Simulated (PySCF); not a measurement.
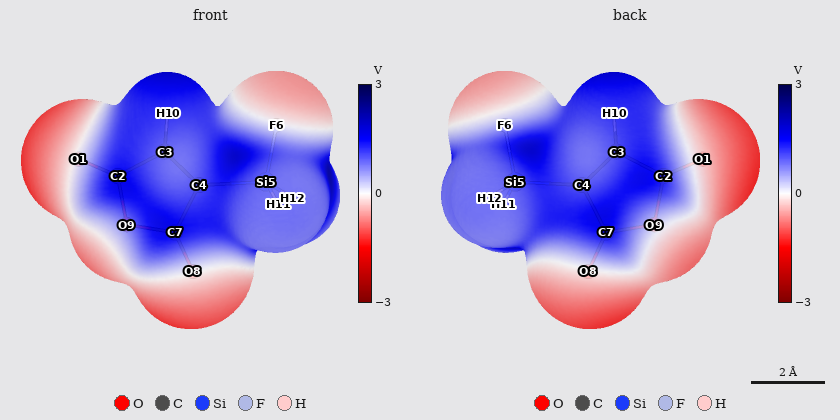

The picture shows: C4H3FO3Si (SMILES O=C1C=C([SiH2]F)C(=O)O1). The molecular electrostatic potential painted on the density surface at 0.002 e/bohr³, seen from the front and from behind; red is negative and blue positive.

Geometry: GFN2-xTB.

These are results of PBE0/def2-SVPD, SCF density, gas phase in PySCF, not measurements.

Input

```
{"job": {"kind": "uv", "xc": "PBE0", "basis": "def2-SVPD", "nstates": 8, "ntriplets": 3}, "charge": 0, "multiplicity": 1}
O      3.180884    -0.945087     0.281675
C      2.124623    -0.445463     0.059921
C      0.764082    -0.853615     0.499462
C     -0.124795     0.012032     0.004420
Si    -1.999173     0.142632     0.129187
F     -2.417338    -1.111964     1.043782
C      0.647913     1.014832    -0.776284
O      0.231400     1.956908    -1.376662
O      1.974741     0.689598    -0.706078
H      0.599238    -1.717177     1.115099
H     -2.373337     1.333164     0.869559
H     -2.607039    -0.076548    -1.170107
```

Command:

```sh
OMP_NUM_THREADS=1 python probes_run.py task.json out
```

Q: Where is the surface potential most negative and most positive?

A: The most negative region (about −1.2 V) lies over O1 and O8, the most positive (about +2.0 V) over Si5.
